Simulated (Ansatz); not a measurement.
Results of PBEsol-D3(BJ) in Ansatz (PAW) for chalcopyrite CdGeAs₂.

Settings: plane-wave cutoff 520 eV, 8×8×8 k mesh, Fermi–Dirac smearing 0.01 eV, scalar-relativistic PAW data made under PBE.

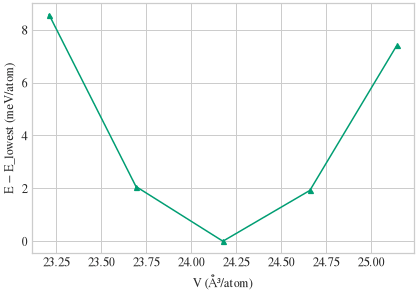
Figure. Total energy against volume

From the curve, estimate the equilibrium volume and the bulk modulus.

V0 ≈ 24.2 Å³/atom and B0 ≈ 66 GPa; the fit gives V0 = 24.178 Å³/atom, B0 = 65.9 GPa, B′ = 4.4.

Shape and atoms are relaxed at each volume.

Measured, for comparison: bulk modulus 69.9 GPa (temperature not stated, no zero-point or thermal correction; as tabulated in Toher et al. (2017), arXiv:1611.05714). Computed (rounded) less measured: bulk modulus -6 %.

Note: the bulk modulus comes from volumes at which shape and atoms were relaxed.

Ansatz is a first-principles code.
